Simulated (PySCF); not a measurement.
# CHBS2 (SMILES S=C1BS1): a chain of runs

Aim: a structure relaxation (LC-wPBE/cc-pVDZ), then the energy (MP2/jun-cc-pV(D+d)Z), then the vertical excitations (TD-BMK/pcseg-0) of CHBS2. Input form: a Python script.

Program for the calculation: PySCF 2.14.0.

1 further run of the same task is left out (for a faulty analytic Hessian).

### Step 1. The molecule

CHBS2 has 5 atoms, charge 0, and is taken as a singlet. As SMILES, `S=C1BS1`. The shape comes from a force field and isn't a relaxed structure. The run starts from this shape.

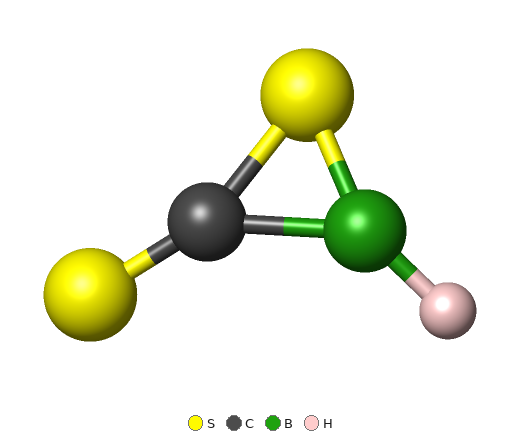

The structure, seen from a chosen angle (sulfur yellow, carbon dark grey, boron green, hydrogen pink).

### Step 2. A geometry optimisation at LC-wPBE/cc-pVDZ (sfX2C) (run 1)

input.xyz

```xyz
5
CHBS2
S     -0.465900    -1.692500     1.260500
C     -0.495800    -0.491700     0.405100
B      0.421500     0.747500    -0.276800
S     -1.001500     0.316700    -1.043400
H      1.591600     1.046400    -0.386900
```

input.py

```python
from pyscf import gto, dft
from pyscf.geomopt.geometric_solver import kernel as optimise

system = gto.Mole()
system.atom = 'input.xyz'
system.charge = 0
system.verbose = 3
system.max_memory = 1860
system.spin = 0
system.basis = 'cc-pvdz'
system.build()

calc0 = dft.RKS(system)
calc0.xc = 'lc_wpbe'
calc0 = calc0.x2c()
converged, mol_eq = optimise(calc0, maxsteps=100, convergence_set='GAU_TIGHT')
print('converged:', converged)
print(mol_eq.tostring())

calc0.reset(mol_eq)
system = mol_eq
calc0.kernel()
e_final = calc0.e_tot
print('E(%s) = %.9f' % ('LC-WPBE', e_final))
```

Run with:

```bash
OMP_NUM_THREADS=1 python input.py
```

Standard output:

```text
convergence_set           GAU_TIGHT
[... 34 lines left out ...]
> Will converge when all 5 criteria are reached:
[... 39 lines left out ...]
converged SCF energy = -861.544964759627
[... 83 lines left out ...]
converged SCF energy = -861.551432363198
[... 83 lines left out ...]
converged SCF energy = -861.551476161067
[... 83 lines left out ...]
converged SCF energy = -861.551477312768
[... 84 lines left out ...]
converged SCF energy = -861.551477451399
[... 83 lines left out ...]
converged SCF energy = -861.551477514835
[... 83 lines left out ...]
converged SCF energy = -861.551478972936
[... 74 lines left out ...]
Converged! =D
[... 1 line left out ...]
converged: True
S          -0.50329488       -1.70535182        1.41870377
C          -0.20175239       -0.52528818        0.38875096
B           0.53753504        0.57867320       -0.31214585
S          -1.07741435        0.30162397       -0.95591090
H           1.49560892        1.26516612       -0.46225724
converged SCF energy = -861.551479088921
E(LC-WPBE) = -861.551479089
```

Run time: 7.3 min. Hardware: 1 thread of Arm Neoverse V1, shared host; peak memory 0.71 GiB.

Steps, from the record of the run:

```tsv
step	energy from the first frame kept (eV)	largest force (eV/Å)
0	0.0000	10.4535
2	-1.3450	1.4129
4	-1.3815	0.2478
6	-1.3871	0.0540
8	-1.3873	0.0355
10	-1.3873	0.0193
12	-1.3873	0.0048
14	-1.3873	0.0087
16	-1.3873	0.0041
18	-1.3873	0.0044
20	-1.3873	0.0030
22	-1.3873	0.0029
24	-1.3874	0.0042
26	-1.3874	0.0019
28	-1.3874	0.0009
```

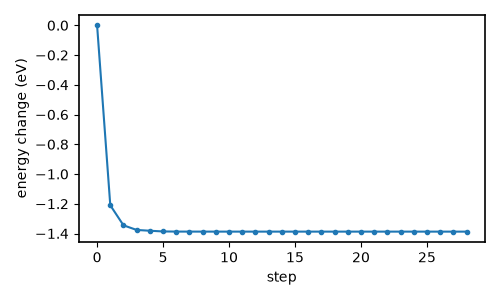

Energy along the run.

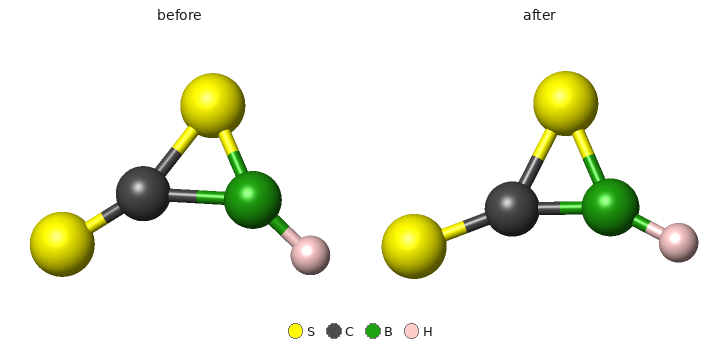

Before and after, at one scale.

After the run. Bond lengths: S1–C2 1.595 Å, C2–B3 1.502 Å, C2–S4 1.805 Å, B3–S4 1.760 Å, B3–H5 1.188 Å. Angles: S1–C2–B3 159.7°, S1–C2–S4 136.7°, B3–C2–S4 63.5°, C2–B3–S4 66.6°, C2–S4–B3 49.8°, C2–B3–H5 151.7°, S4–B3–H5 141.7°.

### Step 3. A single-point energy at MP2/jun-cc-pV(D+d)Z (run 3)

job.py

```python
from pyscf import gto, scf, mp

molecule = gto.M(
    atom=[
    ('S', (-0.503295, -1.705352, 1.418704)),
    ('C', (-0.201752, -0.525288, 0.388751)),
    ('B', (0.537535, 0.578673, -0.312146)),
    ('S', (-1.077414, 0.301624, -0.955911)),
    ('H', (1.495609, 1.265166, -0.462257)),
],
    max_memory=1860,
    basis='jun-cc-pv(d+d)z',
    spin=0,
    verbose=3,
)

myscf = scf.RHF(molecule)
myscf.kernel()

pt = mp.MP2(myscf, frozen=12).run()
energy = pt.e_tot
print('Final energy', energy)
dip = myscf.dip_moment()
pop, q = myscf.mulliken_pop()
```

Run with:

```bash
OMP_NUM_THREADS=1 python job.py
```

Standard output:

```text
converged SCF energy = -858.171799757142
[... 2 lines left out ...]
Final energy -858.649043302242
Dipole moment(X, Y, Z, Debye):  0.85377,  1.88488, -1.43122
[... 101 lines left out ...]
charge of    4H =      0.02448
```

It took 2.8 s on 1 thread of Arm Neoverse V1, shared host; peak memory 0.23 GiB.

### Step 4. The vertical excitations at TD-BMK/pcseg-0 (density fitting with def2-universal-jkfit, COSMO methanol, spin of roots singlet) (run 4)

job.py

```python
# S=C1BS1
from pyscf import gto, dft, tdscf, solvent

mol = gto.M(
    atom='''
S     -0.503295    -1.705352     1.418704
C     -0.201752    -0.525288     0.388751
B      0.537535     0.578673    -0.312146
S     -1.077414     0.301624    -0.955911
H      1.495609     1.265166    -0.462257
''',
    verbose=4,
    max_memory=1860,
    basis='pcseg-0',
)

ks = dft.RKS(mol)
ks.xc = 'hyb_mgga_x_bmk,gga_c_bmk'
ks = ks.density_fit(auxbasis='def2-universal-jkfit')
ks = ks.PCM()
ks.with_solvent.method = 'COSMO'
ks.with_solvent.eps = 32.613  # methanol
ks.kernel()

energy = ks.e_tot
print(f'total energy: {energy:.8f} hartree')

td = ks.TDDFT()
td.nstates = 3
td.kernel()
td.analyze()
roots = td.e * 27.211386
osc = td.oscillator_strength()
print('state   eV      nm      f')
for i, (w, f) in enumerate(zip(roots, osc), 1):
    print('%3d %9.4f %8.1f %9.5f' % (i, w, 1239.842 / w, f))
```

Run with:

```bash
OMP_NUM_THREADS=1 python job.py
```

Standard output:

```text
PySCF version 2.14.0

[... 59 lines left out ...]
Solvent Energy = -0.000482874044863946
[... 7 lines left out ...]
Solvent Energy = -0.00319289542670335
[... 7 lines left out ...]
Solvent Energy = -0.00425970944576364
[... 7 lines left out ...]
Solvent Energy = -0.00413146936687583
[... 7 lines left out ...]
Solvent Energy = -0.00414580677593537
[... 7 lines left out ...]
Solvent Energy = -0.00414635398125151
[... 5 lines left out ...]
converged SCF energy = -858.515153668244
[... 14 lines left out ...]
WARN: PCM is an experimental feature. It is still in testing.
[... 16 lines left out ...]
** Transition electric dipole moments (AU) **
state          X           Y           Z        Dip. S.      Osc.
  1        -0.0005      0.0008      0.0008      0.0000      0.0000
  2        -0.2143      0.5365     -0.6697      0.7822      0.0860
  3        -0.0525      0.0934      0.0920      0.0199      0.0024

** Transition velocity dipole moments (imaginary part, AU) **
state          X           Y           Z        Dip. S.      Osc.
  1         0.0013     -0.0023     -0.0023      0.0000      0.0001
  2        -0.0005      0.0693     -0.0709      0.0098      0.0398
  3        -0.0158      0.0282      0.0277      0.0018      0.0067

** Transition magnetic dipole moments (imaginary part, AU) **
state          X           Y           Z
  1        -0.6069     -0.9069      0.5764
  2         0.1120     -0.1989     -0.1955
  3        -0.0876     -0.5427      0.5028
state   eV      nm      f
  1    1.9473    636.7   0.00000
  2    4.4878    276.3   0.08600
  3    4.8751    254.3   0.00238
```

It took 2.2 min on 1 thread of Arm Neoverse V1, shared host; peak memory 0.48 GiB.

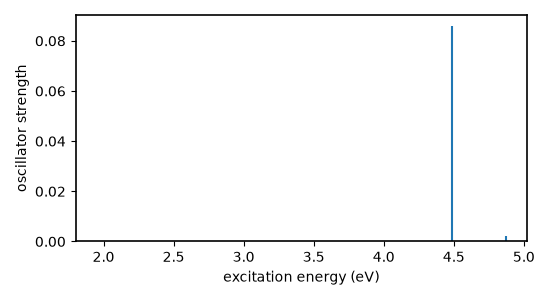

Vertical excitations as sticks.

The roots found:

```tsv
excited state	energy (eV)	strength
1	1.947	0.0000
2	4.488	0.0860
3	4.875	0.0024
```

### Step 5. Summary of results

```
                                                                quantity          value
                         run 1, LC-wPBE/cc-pVDZ: total energy at the end  -861.55148 Eh
                                   run 1, LC-wPBE/cc-pVDZ: dipole moment         2.03 D
                                     run 1, LC-wPBE/cc-pVDZ: HOMO energy       -9.00 eV
                                     run 1, LC-wPBE/cc-pVDZ: LUMO energy       -0.95 eV
                                   run 1, LC-wPBE/cc-pVDZ: HOMO–LUMO gap        8.05 eV
                                run 3, MP2/jun-cc-pV(D+d)Z: total energy  -858.64904 Eh
        run 3, MP2/jun-cc-pV(D+d)Z: dipole moment (Hartree–Fock density)         2.52 D
         run 3, MP2/jun-cc-pV(D+d)Z: HOMO energy (Hartree–Fock orbitals)       -9.10 eV
         run 3, MP2/jun-cc-pV(D+d)Z: LUMO energy (Hartree–Fock orbitals)        0.04 eV
       run 3, MP2/jun-cc-pV(D+d)Z: HOMO–LUMO gap (Hartree–Fock orbitals)        9.14 eV
run 3, MP2/jun-cc-pV(D+d)Z: correlation energy (12 core orbitals frozen)     -477.2 mEh
                run 4, TD-BMK/pcseg-0: ground-state or mean-field energy  -858.51515 Eh
            run 4, TD-BMK/pcseg-0: dipole moment (BMK Kohn–Sham density)         2.94 D
             run 4, TD-BMK/pcseg-0: HOMO energy (BMK Kohn–Sham orbitals)       -7.47 eV
             run 4, TD-BMK/pcseg-0: LUMO energy (BMK Kohn–Sham orbitals)       -2.76 eV
           run 4, TD-BMK/pcseg-0: HOMO–LUMO gap (BMK Kohn–Sham orbitals)        4.71 eV
                       run 4, TD-BMK/pcseg-0: solvent term in the energy   -10.9 kJ/mol
                 run 4, TD-BMK/pcseg-0: lowest singlet excitation energy        1.95 eV
```

**Reading.** The optimisation (run 1, LC-wPBE/cc-pVDZ) took 28 steps and changed the energy by -1.387 eV. Mulliken charges (run 1, LC-wPBE/cc-pVDZ) run from -0.09 on S1 to +0.10 on S4; they depend strongly on the basis. The brightest of the 3 transitions from the ground state lies at 4.49 eV (276 nm, f = 0.086); the lowest, at 1.95 eV, has f = 0.000.
